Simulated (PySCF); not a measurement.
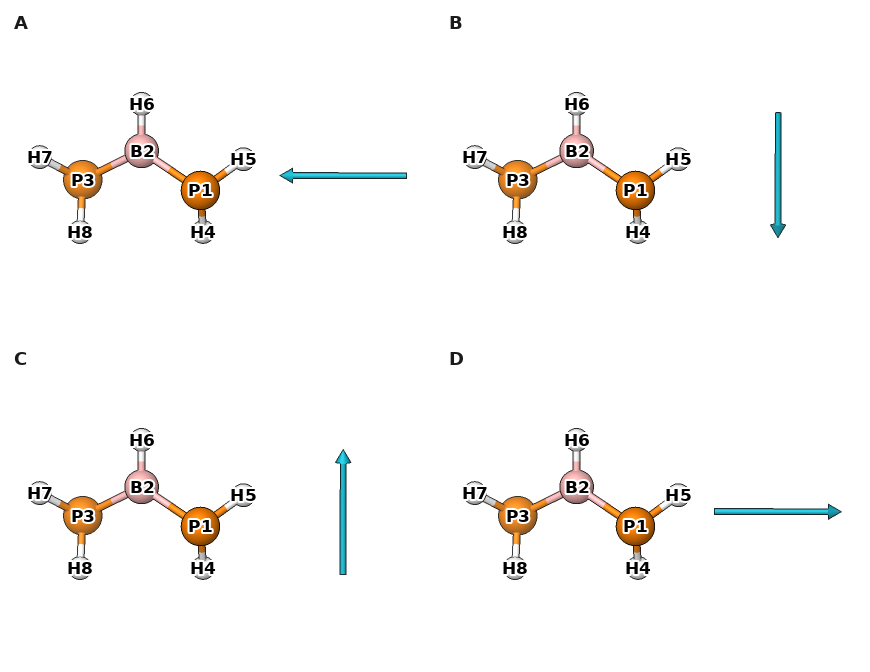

The same molecule four times, each with an arrow. The computed structure is the end point of a PBE0-D3(BJ)/def2-SVP optimisation. No frequency run is at hand to confirm it as a minimum. Level of theory: KT2/pcSseg-2, gas phase (PySCF 2.14.0).

Which arrow points along the dipole moment, from the negative to the positive end?

Answer. B. The dipole moment is 0.27 D; it points from the side of H6 to the side of H4, H8 (the outermost atoms at the two ends).
